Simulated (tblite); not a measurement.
# Run report: C$_{5}$H$_{16}$N$_{2}$Si$_{2}$, geometry relaxation (part 4 of 4)

The same run, continued: C$_{5}$H$_{16}$N$_{2}$Si$_{2}$; GFN2-xTB geometry optimisation, gas phase (tblite 0.8.0). It belongs to a series of runs on one base structure; here: constitutional isomer.

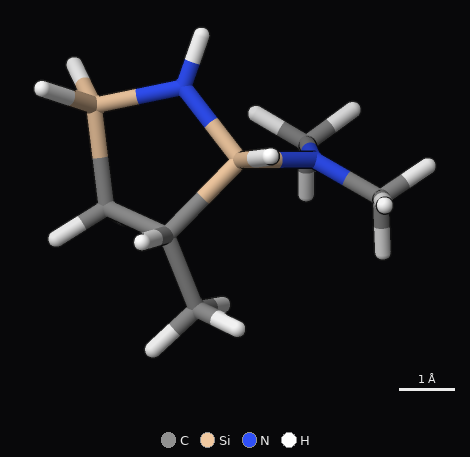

Fig. 1: The geometry at step 122 of the log (stick view, seen at a tilt).

Trajectory as extended XYZ, continued:
```
25
Properties=species:S:1:pos:R:3:forces:R:3 step=110 energy=-768.12892
C    -1.4096   -1.5653    0.9783    0.0080   0.0000   0.0010
C    -1.4058   -0.0625    0.7110    0.0040   0.0000   0.0060
C    -2.1125    0.2723   -0.6106    0.0040   0.0000   0.0020
Si   -1.5995    2.0149   -1.1577   -0.0020   0.0070   0.0030
N    -0.0220    1.9891   -0.4543   -0.0090  -0.0020   0.0060
Si    0.3356    0.7411    0.6946   -0.0010   0.0030   0.0050
N     1.6984   -0.1481    0.1356   -0.0030   0.0020   0.0030
C     2.5361   -0.9072    1.0238   -0.0070   0.0000   0.0000
C     1.8324   -0.5526   -1.2412    0.0000   0.0010  -0.0030
H    -0.8317   -2.0911    0.2202    0.0050   0.0010  -0.0030
H    -2.4245   -1.9644    0.9653    0.0060   0.0120   0.0050
H    -0.9706   -1.7814    1.9509    0.0070  -0.0070  -0.0020
H    -1.9762    0.4141    1.5159   -0.0130   0.0060  -0.0090
H    -1.7973   -0.4468   -1.3699    0.0060  -0.0020   0.0020
H    -3.1923    0.1549   -0.5071    0.0000  -0.0020  -0.0060
H    -2.4407    3.0717   -0.5803   -0.0050   0.0000   0.0020
H    -1.5033    2.1780   -2.6131    0.0030  -0.0030   0.0050
H     0.6414    2.7226   -0.6261   -0.0010   0.0070  -0.0090
H     0.7244    1.2648    2.0097    0.0010   0.0000  -0.0090
H     3.5839   -0.8079    0.7228   -0.0020  -0.0130   0.0090
H     2.2787   -1.9736    1.0160    0.0020  -0.0050  -0.0010
H     2.4254   -0.5326    2.0372    0.0030  -0.0010   0.0060
H     1.5482   -1.6024   -1.3860   -0.0080  -0.0040  -0.0050
H     1.1986    0.0746   -1.8620   -0.0050  -0.0020  -0.0050
H     2.8720   -0.4379   -1.5640    0.0060   0.0040  -0.0010
25
Properties=species:S:1:pos:R:3:forces:R:3 step=114 energy=-768.12932
C    -1.4042   -1.5619    0.9864   -0.0010   0.0050   0.0040
C    -1.4039   -0.0607    0.7132   -0.0220   0.0100  -0.0100
C    -2.1103    0.2692   -0.6099    0.0000  -0.0080  -0.0120
Si   -1.6013    2.0124   -1.1595   -0.0090  -0.0160   0.0050
N    -0.0249    1.9895   -0.4541    0.0060   0.0250  -0.0040
Si    0.3351    0.7432    0.6947    0.0040  -0.0040  -0.0210
N     1.6972   -0.1456    0.1341    0.0210  -0.0070   0.0020
C     2.5248   -0.9167    1.0209    0.0190  -0.0190   0.0210
C     1.8386   -0.5417   -1.2444   -0.0020  -0.0060  -0.0010
H    -0.8269   -2.0887    0.2285   -0.0030  -0.0050   0.0020
H    -2.4188   -1.9608    0.9792   -0.0030  -0.0060  -0.0070
H    -0.9631   -1.7733    1.9588    0.0170  -0.0080   0.0030
H    -1.9761    0.4195    1.5143   -0.0160   0.0010   0.0080
H    -1.7908   -0.4493   -1.3680    0.0080  -0.0060   0.0030
H    -3.1904    0.1474   -0.5099    0.0150   0.0010   0.0030
H    -2.4503    3.0646   -0.5869   -0.0050   0.0130   0.0110
H    -1.5027    2.1733   -2.6143    0.0040  -0.0010  -0.0060
H     0.6394    2.7223   -0.6273   -0.0090   0.0060  -0.0090
H     0.7233    1.2654    2.0079    0.0150   0.0170   0.0290
H     3.5747   -0.8298    0.7226   -0.0070   0.0020   0.0020
H     2.2577   -1.9811    1.0082   -0.0090   0.0050   0.0040
H     2.4190   -0.5452    2.0365   -0.0090  -0.0060  -0.0110
H     1.5487   -1.5890   -1.3977   -0.0010   0.0020  -0.0060
H     1.2123    0.0926   -1.8655   -0.0020   0.0020  -0.0070
H     2.8819   -0.4314   -1.5584   -0.0110   0.0030  -0.0020
25
Properties=species:S:1:pos:R:3:forces:R:3 step=118 energy=-768.12995
C    -1.3928   -1.5553    0.9962   -0.0090  -0.0010   0.0010
C    -1.4035   -0.0557    0.7132    0.0180  -0.0060   0.0120
C    -2.1064    0.2640   -0.6139    0.0100   0.0000   0.0060
Si   -1.6054    2.0099   -1.1614    0.0070   0.0130  -0.0040
N    -0.0285    1.9952   -0.4545   -0.0040  -0.0020   0.0040
Si    0.3363    0.7477    0.6925    0.0030   0.0200   0.0210
N     1.6978   -0.1452    0.1337   -0.0190   0.0100   0.0040
C     2.5116   -0.9325    1.0205   -0.0110   0.0110  -0.0160
C     1.8424   -0.5327   -1.2472   -0.0010   0.0060   0.0010
H    -0.8190   -2.0837    0.2361   -0.0170   0.0040   0.0050
H    -2.4056   -1.9589    1.0006    0.0020  -0.0170  -0.0060
H    -0.9399   -1.7604    1.9652   -0.0030   0.0080  -0.0110
H    -1.9805    0.4273    1.5097    0.0040  -0.0110  -0.0010
H    -1.7787   -0.4541   -1.3684    0.0040  -0.0100  -0.0020
H    -3.1856    0.1371   -0.5164   -0.0020  -0.0070  -0.0050
H    -2.4641    3.0576   -0.5912    0.0160  -0.0060   0.0050
H    -1.5029    2.1737   -2.6163    0.0010  -0.0030   0.0040
H     0.6352    2.7278   -0.6296   -0.0110   0.0130  -0.0120
H     0.7233    1.2676    2.0100    0.0090   0.0040  -0.0180
H     3.5627   -0.8553    0.7267    0.0140  -0.0040   0.0040
H     2.2303   -1.9924    0.9989   -0.0060  -0.0120   0.0090
H     2.4042   -0.5650    2.0368   -0.0070  -0.0030   0.0080
H     1.5496   -1.5776   -1.4095    0.0000  -0.0040  -0.0020
H     1.2212    0.1075   -1.8677    0.0020   0.0020   0.0050
H     2.8872   -0.4226   -1.5550    0.0010  -0.0040  -0.0120
25
Properties=species:S:1:pos:R:3:forces:R:3 step=122 energy=-768.13041
C    -1.3912   -1.5509    1.0091    0.0040  -0.0070  -0.0070
C    -1.4017   -0.0529    0.7189   -0.0050  -0.0030  -0.0090
C    -2.1022    0.2582   -0.6119   -0.0020  -0.0040  -0.0010
Si   -1.6074    2.0044   -1.1652    0.0030  -0.0170   0.0010
N    -0.0318    1.9971   -0.4558    0.0030   0.0050   0.0040
Si    0.3377    0.7531    0.6937    0.0000  -0.0090  -0.0100
N     1.6970   -0.1430    0.1325    0.0040   0.0000  -0.0020
C     2.4977   -0.9480    1.0155   -0.0030  -0.0030   0.0150
C     1.8528   -0.5144   -1.2517   -0.0020   0.0000  -0.0050
H    -0.8193   -2.0820    0.2506    0.0080  -0.0090  -0.0150
H    -2.4026   -1.9580    1.0155   -0.0020   0.0020   0.0090
H    -0.9344   -1.7505    1.9770   -0.0100  -0.0010   0.0070
H    -1.9824    0.4322    1.5112    0.0110   0.0010   0.0020
H    -1.7703   -0.4623   -1.3629    0.0080   0.0020   0.0080
H    -3.1814    0.1264   -0.5175    0.0050  -0.0020   0.0000
H    -2.4711    3.0503   -0.6004    0.0140   0.0000   0.0060
H    -1.5017    2.1608   -2.6203   -0.0010   0.0020  -0.0040
H     0.6285    2.7314   -0.6369   -0.0040   0.0060   0.0000
H     0.7283    1.2745    2.0080    0.0140   0.0140   0.0020
H     3.5523   -0.8844    0.7279   -0.0190   0.0060   0.0020
H     2.2028   -2.0047    0.9876   -0.0060   0.0060  -0.0060
H     2.3908   -0.5873    2.0346   -0.0030   0.0010   0.0030
H     1.5531   -1.5546   -1.4313   -0.0040  -0.0020   0.0040
H     1.2441    0.1389   -1.8703   -0.0110   0.0080  -0.0020
H     2.9016   -0.4102   -1.5486   -0.0010   0.0010  -0.0020
25
Properties=species:S:1:pos:R:3:forces:R:3 step=127 energy=-768.13088
C    -1.3844   -1.5494    1.0134    0.0020   0.0030   0.0050
C    -1.3988   -0.0520    0.7189    0.0110  -0.0020   0.0060
C    -2.0971    0.2529   -0.6138    0.0050  -0.0010   0.0020
Si   -1.6082    2.0000   -1.1669    0.0010   0.0110  -0.0040
N    -0.0343    2.0035   -0.4537   -0.0030  -0.0100  -0.0070
Si    0.3396    0.7581    0.6929   -0.0020   0.0070   0.0050
N     1.6967   -0.1408    0.1312   -0.0040   0.0060   0.0050
C     2.4845   -0.9571    1.0161   -0.0060   0.0060  -0.0130
C     1.8541   -0.5074   -1.2543   -0.0030   0.0020   0.0040
H    -0.8155   -2.0817    0.2525   -0.0020  -0.0020   0.0130
H    -2.3947   -1.9595    1.0293    0.0010   0.0110  -0.0090
H    -0.9237   -1.7421    1.9809    0.0050  -0.0140  -0.0050
H    -1.9803    0.4348    1.5097    0.0050  -0.0040  -0.0010
H    -1.7568   -0.4673   -1.3609    0.0010  -0.0030  -0.0070
H    -3.1757    0.1156   -0.5233   -0.0010  -0.0050   0.0000
H    -2.4719    3.0441   -0.5992    0.0030   0.0000   0.0020
H    -1.5025    2.1612   -2.6217   -0.0020  -0.0050   0.0000
H     0.6209    2.7409   -0.6403    0.0090  -0.0030   0.0150
H     0.7370    1.2830    2.0054   -0.0020   0.0020  -0.0180
H     3.5396   -0.9032    0.7313    0.0060  -0.0010   0.0030
H     2.1780   -2.0101    0.9834   -0.0060  -0.0010  -0.0020
H     2.3788   -0.5982    2.0358   -0.0100   0.0040   0.0010
H     1.5505   -1.5458   -1.4378   -0.0080   0.0030  -0.0020
H     1.2491    0.1520   -1.8709    0.0000  -0.0070   0.0050
H     2.9039   -0.4069   -1.5491   -0.0030   0.0030   0.0020
25
Properties=species:S:1:pos:R:3:forces:R:3 step=131 energy=-768.13124
C    -1.3793   -1.5471    1.0244    0.0010  -0.0010  -0.0010
C    -1.3938   -0.0512    0.7225   -0.0020  -0.0050   0.0000
C    -2.0907    0.2457   -0.6136    0.0020  -0.0030   0.0060
Si   -1.6093    1.9942   -1.1711    0.0000  -0.0050   0.0040
N    -0.0366    2.0054   -0.4561    0.0120  -0.0020  -0.0110
Si    0.3414    0.7633    0.6916   -0.0060  -0.0010   0.0050
N     1.6972   -0.1361    0.1298   -0.0030   0.0010  -0.0010
C     2.4676   -0.9702    1.0128    0.0010   0.0040  -0.0050
C     1.8604   -0.4912   -1.2575    0.0010   0.0020  -0.0070
H    -0.8122   -2.0841    0.2657    0.0010  -0.0020   0.0010
H    -2.3906   -1.9544    1.0424    0.0030   0.0010  -0.0040
H    -0.9172   -1.7383    1.9916   -0.0020  -0.0010  -0.0010
H    -1.9766    0.4377    1.5111   -0.0010   0.0030  -0.0070
H    -1.7443   -0.4749   -1.3581    0.0010   0.0050   0.0040
H    -3.1689    0.1019   -0.5258    0.0060   0.0000   0.0020
H    -2.4739    3.0363   -0.6027   -0.0070   0.0060  -0.0010
H    -1.5040    2.1508   -2.6261   -0.0030  -0.0020  -0.0030
H     0.6168    2.7452   -0.6389    0.0020   0.0020   0.0050
H     0.7448    1.2956    1.9976   -0.0010   0.0080   0.0110
H     3.5247   -0.9316    0.7321    0.0010  -0.0030   0.0090
H     2.1439   -2.0181    0.9730    0.0010   0.0080   0.0030
H     2.3630   -0.6136    2.0338   -0.0050  -0.0090  -0.0050
H     1.5467   -1.5239   -1.4549    0.0010  -0.0040   0.0030
H     1.2670    0.1799   -1.8721   -0.0080   0.0050   0.0000
H     2.9132   -0.3970   -1.5424    0.0050  -0.0070  -0.0090
25
Properties=species:S:1:pos:R:3:forces:R:3 step=135 energy=-768.13139
C    -1.3767   -1.5476    1.0223    0.0000   0.0000  -0.0010
C    -1.3927   -0.0514    0.7218    0.0050   0.0020   0.0030
C    -2.0890    0.2460   -0.6141    0.0030   0.0060   0.0000
Si   -1.6088    1.9954   -1.1703    0.0030   0.0070   0.0010
N    -0.0343    2.0052   -0.4586    0.0000  -0.0060  -0.0020
Si    0.3413    0.7649    0.6922    0.0090   0.0010   0.0010
N     1.6958   -0.1364    0.1300    0.0070  -0.0030  -0.0030
C     2.4675   -0.9684    1.0139   -0.0040  -0.0010  -0.0020
C     1.8563   -0.4948   -1.2572   -0.0030   0.0000   0.0000
H    -0.8114   -2.0841    0.2620    0.0020   0.0020  -0.0020
H    -2.3880   -1.9546    1.0414    0.0010  -0.0030   0.0000
H    -0.9122   -1.7402    1.9881   -0.0060   0.0010   0.0020
H    -1.9766    0.4373    1.5094   -0.0030  -0.0020   0.0020
H    -1.7414   -0.4735   -1.3588    0.0010   0.0020  -0.0020
H    -3.1669    0.1010   -0.5268    0.0000   0.0000   0.0010
H    -2.4729    3.0382   -0.5999    0.0010  -0.0080  -0.0060
H    -1.5050    2.1539   -2.6258   -0.0040  -0.0030   0.0080
H     0.6178    2.7474   -0.6364   -0.0010   0.0020   0.0000
H     0.7459    1.2990    1.9978   -0.0070   0.0030   0.0000
H     3.5255   -0.9263    0.7370   -0.0040  -0.0030   0.0050
H     2.1464   -2.0169    0.9729    0.0040   0.0000  -0.0050
H     2.3578   -0.6146    2.0351    0.0000   0.0030   0.0010
H     1.5458   -1.5298   -1.4498    0.0000   0.0080   0.0020
H     1.2571    0.1730   -1.8702    0.0040  -0.0050  -0.0030
H     2.9080   -0.3984   -1.5467   -0.0080  -0.0020  -0.0020
```

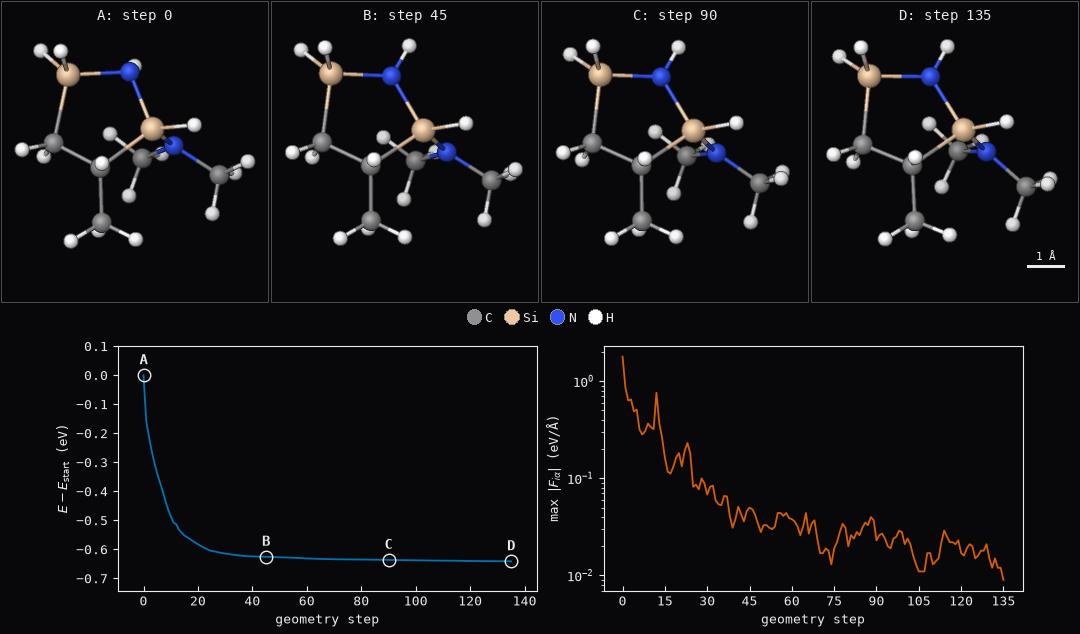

Fig. 2: Frames of the relaxation (ball-and-stick view, seen at a tilt) above the curves, on which the letters mark them (steps are counted from 0).

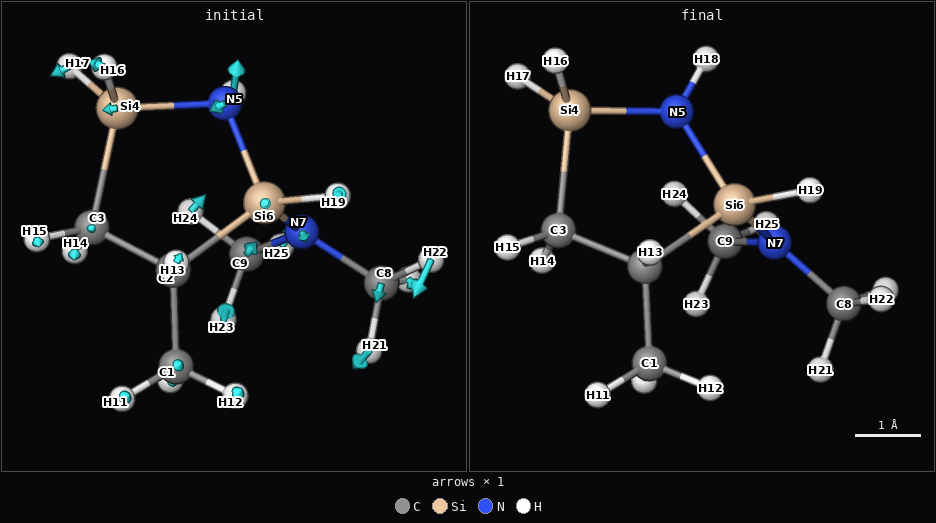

Fig. 3: Before (left) and after (right) the relaxation, at one scale (ball-and-stick view, seen at a tilt). The teal arrows give the displacements, at true length. After 135 geometry steps the energy has fallen by 0.641 eV. The largest force component goes from 1.8 to 0.009 eV/Å. H18 moves most after the best rigid fit: 0.74 Å. Largest moves by element: H 0.74 Å, C 0.33 Å, N 0.32 Å, Si 0.25 Å. Among the contacts that change: N7–C8 1.479 → 1.438 Å, N5–Si6 1.697 → 1.733 Å, N7–C9 1.467 → 1.442 Å, C2–Si6 1.896 → 1.917 Å. Among the angles that change: Si6–N5–H18 106.3° → 120.4°, Si4–N5–H18 109.7° → 121.5°, Si4–N5–Si6 106.0° → 117.8°. (Atoms are counted from 1 in the order of the input.)

Results in brief:

| quantity | value |
| --- | --- |
| outcome | converged |
| total energy | −768.1314 eV |
| wall time | 1.3 s |
| peak memory | 0.18 GiB |
